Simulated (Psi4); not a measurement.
Intermolecular potential of HCl ··· H4Si (SMILES Cl and [SiH4]). Monomers: optimised at B3LYP-D3(BJ) (def2-TZVP), held rigid. Orientation: a random orientation, not optimised. Only R, the distance of the centres of mass, is varied, so the lowest point isn't the relaxed dimer.

Geometry at R = 4.35 Å (first 2 atoms: monomer A):
```
7

Cl     0.6410     0.0000     0.0000
H     -0.6410     0.0000     0.0000
Si    -2.1103     0.9947     3.2492
H     -0.8790     1.0259     2.4280
H     -2.1808     2.2182     4.0795
H     -2.0878    -0.1969     4.1272
H     -3.2936     0.9317     2.3620
```

Level of theory: SAPT0/jun-cc-pVDZ, frozen core (Psi4).

Components in kJ/mol:

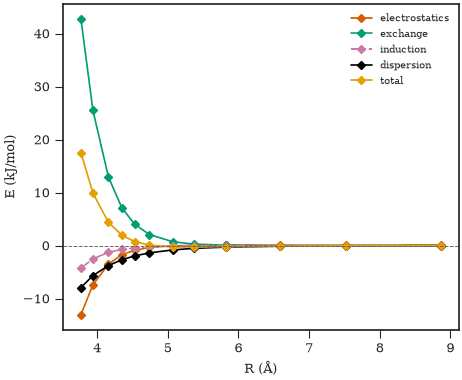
*Components of the interaction energy.*

```json
[
 {"R / Å": "3.77", "electrostatics": "-13.07", "exchange": "42.81", "induction": "-4.28", "dispersion": "-7.92", "total": "17.55"},
 {"R / Å": "3.94", "electrostatics": "-7.41", "exchange": "25.50", "induction": "-2.52", "dispersion": "-5.69", "total": "9.88"},
 {"R / Å": "4.16", "electrostatics": "-3.48", "exchange": "12.91", "induction": "-1.29", "dispersion": "-3.77", "total": "4.37"},
 {"R / Å": "4.35", "electrostatics": "-1.76", "exchange": "7.12", "induction": "-0.73", "dispersion": "-2.68", "total": "1.94"},
 {"R / Å": "4.53", "electrostatics": "-0.89", "exchange": "4.03", "induction": "-0.44", "dispersion": "-1.97", "total": "0.74"},
 {"R / Å": "4.74", "electrostatics": "-0.36", "exchange": "2.06", "induction": "-0.25", "dispersion": "-1.38", "total": "0.07"},
 {"R / Å": "5.07", "electrostatics": "-0.04", "exchange": "0.71", "induction": "-0.11", "dispersion": "-0.83", "total": "-0.26"},
 {"R / Å": "5.37", "electrostatics": "0.04", "exchange": "0.27", "induction": "-0.06", "dispersion": "-0.54", "total": "-0.29"},
 {"R / Å": "5.82", "electrostatics": "0.05", "exchange": "0.06", "induction": "-0.03", "dispersion": "-0.30", "total": "-0.21"},
 {"R / Å": "6.59", "electrostatics": "0.03", "exchange": "0.00", "induction": "-0.01", "dispersion": "-0.13", "total": "-0.10"},
 {"R / Å": "7.52", "electrostatics": "0.01", "exchange": "0.00", "induction": "0.00", "dispersion": "-0.05", "total": "-0.04"},
 {"R / Å": "8.86", "electrostatics": "0.01", "exchange": "0.00", "induction": "0.00", "dispersion": "-0.02", "total": "-0.01"}
]
```
